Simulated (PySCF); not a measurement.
Molecule: Si(Cl)2(OH)(SiH3), SMILES [SiH3][Si](Cl)(O)Cl (H₄Cl₂OSi₂). Atoms near the plane z = 1.5 Å, at the CAM-B3LYP/def2-SVP optimised geometry (x, y, z in Å): Si2 (-0.7, -1.0, 0.0), Si3 (-1.6, -2.1, 1.9), Cl4 (1.3, -1.0, 0.0), Cl5 (-1.3, 1.0, 0.0), H7 (-1.1, -3.5, 1.9), H8 (-1.0, -1.4, 3.1), H9 (-3.0, -2.1, 1.9).

Calculation: CAM-B3LYP/def2-TZVP run with PySCF. Cells within 0.4 Å of a nucleus heavier than hydrogen are left out (blank, or x). The values are rescaled to run from 0 to 1.

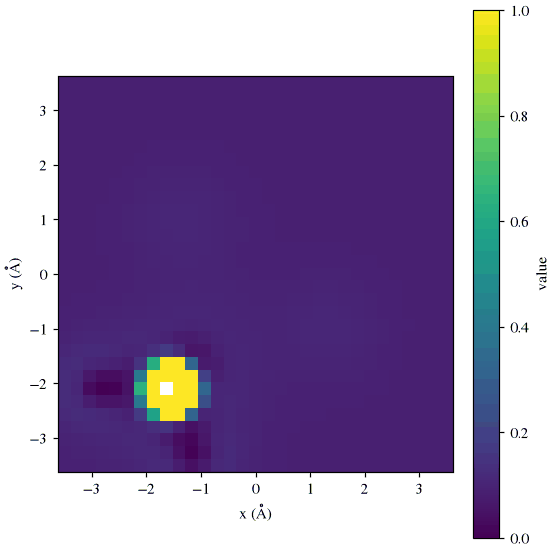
a field on the plane z = 1.5 Å.

Q: Which quantity is mapped?
A) electrostatic potential
B) deformation density (molecule minus spherical neutral atoms)
C) electron localisation function
D) Laplacian of the electron density

A: D, Laplacian of the electron density. In full: Laplacian of the electron density (e/bohr⁵), clipped to [-1.50, 1.50].
